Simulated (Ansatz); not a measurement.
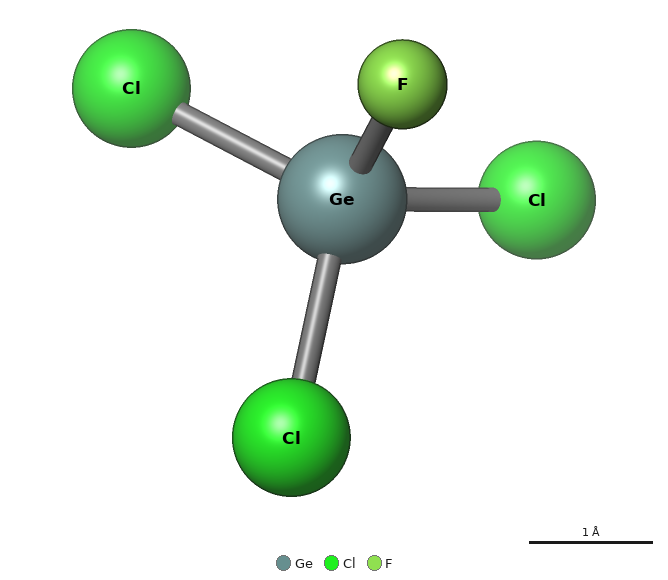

Atoms fade into the background with distance from the viewer. The computed structure is the end point of a PBE0-D4/def2-TZVP optimisation. Masses are those of the most abundant isotopes; constants are for the rigid equilibrium geometry.

### What kind of rotor is it, and what are its rotational constants in cm⁻¹?

An oblate symmetric top (C3v): A = B = 0.0555, C = 0.0399 cm⁻¹.
